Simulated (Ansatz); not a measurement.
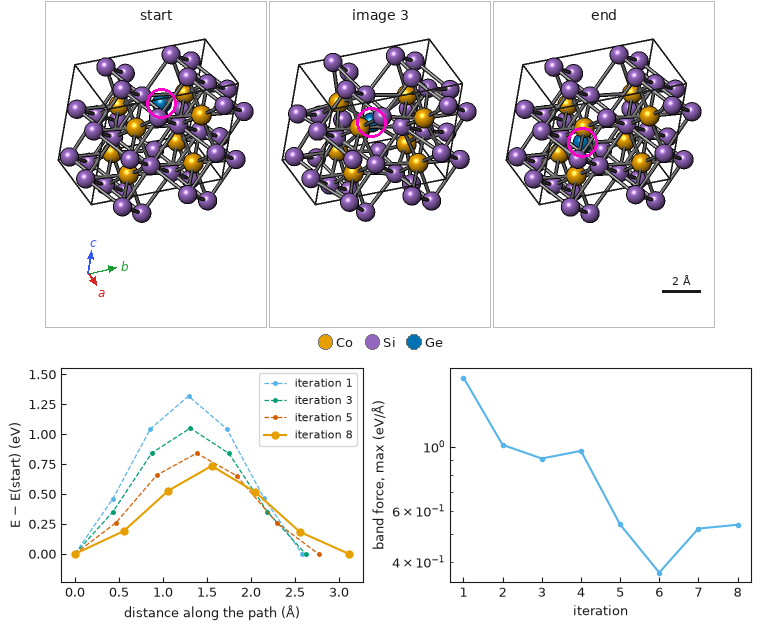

NEB run on CoSi2 with a Si vacancy (23 atoms in the cell). Images are numbered from 0 (start) to 6 (end). The plot follows the band through its iterations. A ball-and-stick model of the reduced simulation cell (origin moved), seen slightly off an axis. The moving atom is ringed, with any periodic copies. Lengths and directions refer to the drawn axes. Bonds to atoms that aren't drawn are left out.

The calculation used DFT PBE, scalar-relativistic, plane waves, PAW (Ansatz 0.2.0). Run with plane-wave cutoff 420 eV; k-point mesh 2 × 2 × 2; Fermi-Dirac smearing 0.02 eV; spin collinear; 5 movable images; climbing image; force threshold 0.05 eV/Å; iteration limit 8; spring constant 10.0 eV/Å²; optimiser FIRE; starting path by image-dependent pair potential.

**Judge this run.**

The result isn't final. The band hadn't converged when the run stopped after 8 iterations. The largest component of the band force went from 1.7 to 0.54 eV/Å. The barrier read from it is provisional: over the last two iterations the highest image moved from 0.80 eV to 0.74 eV. The first iteration put the highest image at 1.32 eV. The two ends have the same energy, and the highest point, image 3, lies 0.74 eV above the start.

Limits of the set-up: the periodic images lie only 7.6 Å apart, so the values are limited by the cell's size.

PAW datasets: the set soft_1.
